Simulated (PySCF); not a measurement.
```yaml
atoms:
  - { symbol: Si, position_ang: [1.9152, 1.2046, 0.2029] }
  - { symbol: O, position_ang: [1.5086, -0.3159, -0.2007] }
  - { symbol: Si, position_ang: [0.4569, -1.3680, -0.8218] }
  - { symbol: N, position_ang: [-1.1420, -0.8262, -0.4535] }
  - { symbol: Si, position_ang: [-1.6919, 0.6243, 0.3157] }
  - { symbol: H, position_ang: [3.2965, 1.0680, 0.6464] }
  - { symbol: H, position_ang: [1.7073, 2.0903, -0.9368] }
  - { symbol: H, position_ang: [0.7559, -2.6298, -0.1512] }
  - { symbol: H, position_ang: [0.6577, -1.3986, -2.2722] }
  - { symbol: H, position_ang: [-1.8632, -1.4577, -0.7562] }
  - { symbol: H, position_ang: [-1.3478, 1.8009, -0.4908] }
  - { symbol: H, position_ang: [-1.1095, 0.7496, 1.6544] }
  - { symbol: H, position_ang: [-3.1482, 0.4588, 0.3848] }
```

Geometry: GFN2-xTB.

All numbers below come from UKS B3LYP, pcH-1 on H N O Si, non-relativistic, mean-field spin-orbit, GIAO (PySCF).

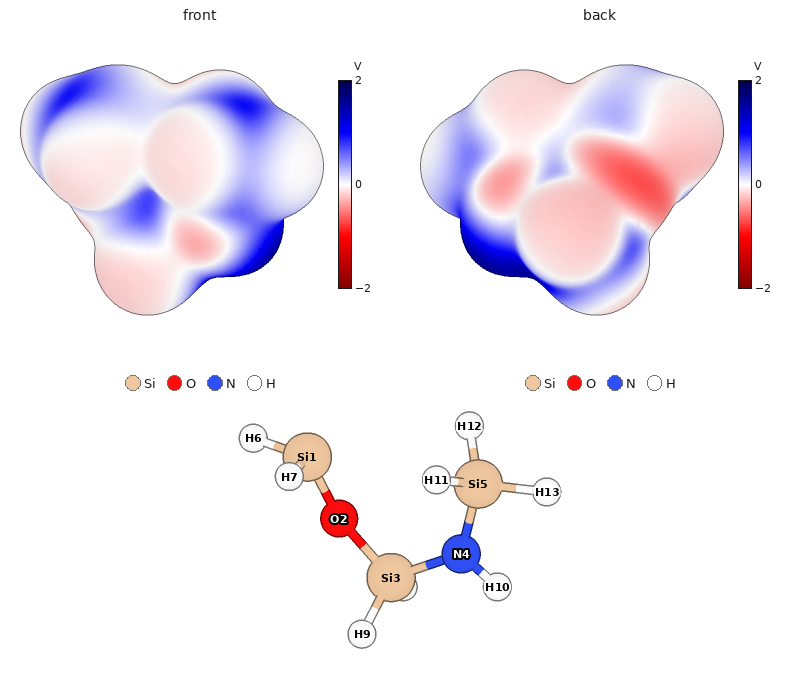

H$_{8}$NOSi$_{3}$ (SMILES [SiH2]O[SiH2]N[SiH3]) (doublet). The electrostatic potential painted on the density surface at 0.001 e/bohr³, seen from the front and from behind; the colour scale runs from red (negative) to blue (positive). The bare structure is drawn below in the same view.

Q: Describe the electrostatic potential map.

A: The most negative region (about −0.7 V) lies over O2, the most positive (about +1.6 V) over Si3 and H10.
